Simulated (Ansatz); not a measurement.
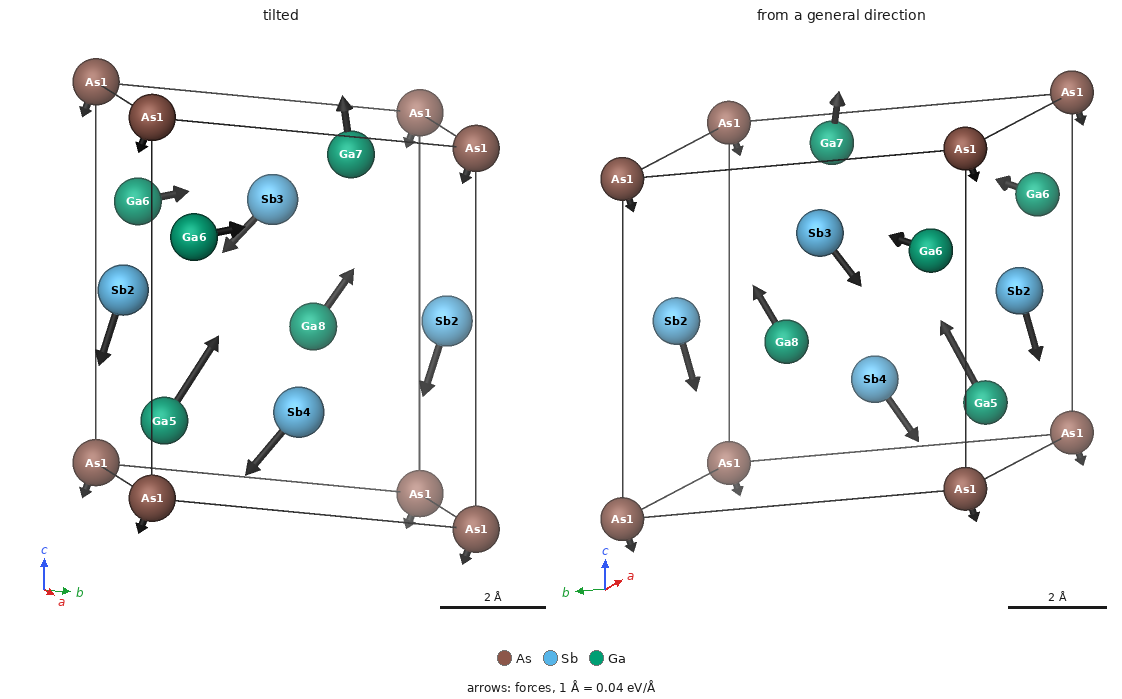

Structure drawing (spheres-only), viewed slightly off an axis and from a general direction. The box is the cell (the run's own, in a reduced setting); atoms on or close to its faces, edges and corners are drawn wherever they repeat. The arrows are the computed forces on the atoms.

System: Ga4Sb3As. Electronic-structure method: DFT, HSE06, plane waves, PAW in Ansatz 0.2.0. Parameters: a basis cut at 420 eV, k-points about 0.43 Å⁻¹ apart, Fermi-Dirac smearing of 0.02 eV, no spin polarisation.

> Do the forces show a relaxed structure?

No. The atoms still feel forces of up to about 0.06 eV/Å, above a usual threshold of 0.01 to 0.03 eV/Å.

> Which atom is furthest from force balance?

Ga5, about 0.06 eV/Å.

The cell started as a structure type filled with these elements by a generator (whether the compound takes this form wasn't checked). Earlier steps of the study may have refined or changed the cell and positions. It went into a calculation with Ansatz.
